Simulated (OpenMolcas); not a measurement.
**How basis sets differ on SiSbH5 (SbH2(SiH3))**

SiSbH5: 7 atoms, total charge 0, spin state singlet. SMILES: `[H][Sb]([H])[SiH3]`. Geometry: a GFN2-xTB relaxation, a rough one for these elements and not checked as a minimum.

Quantity: the dipole moment, in D. The values are calculated.

```tsv
level	kind	program	value (D)	CPU time
HF/STO-3G	Hartree–Fock	OpenMolcas	0.88	2.3 s
HF/3-21G	Hartree–Fock	OpenMolcas	0.24	2.6 s
HF/def2-SVP (core potential)	Hartree–Fock	OpenMolcas	0.11	4.1 s
HF/ANO-RCC-VDZP (DKH2, RICD fitting)	Hartree–Fock	OpenMolcas	0.17	9.9 s
```

All-electron rows without a relativistic Hamiltonian named are non-relativistic, while core potentials hold scalar relativity, so basis and relativity change together. The values span 0.11 to 0.88 D. Magnitudes only: a small dipole may point the other way at some levels. Sets without polarisation functions give poor dipoles. CPU times are rough (shared hosts, several kinds of processor): they show what a rung costs within a factor of a few.

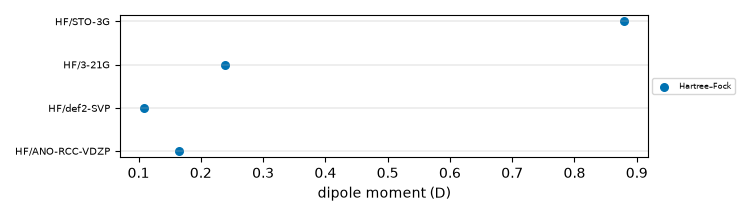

The values of the table, level by level.
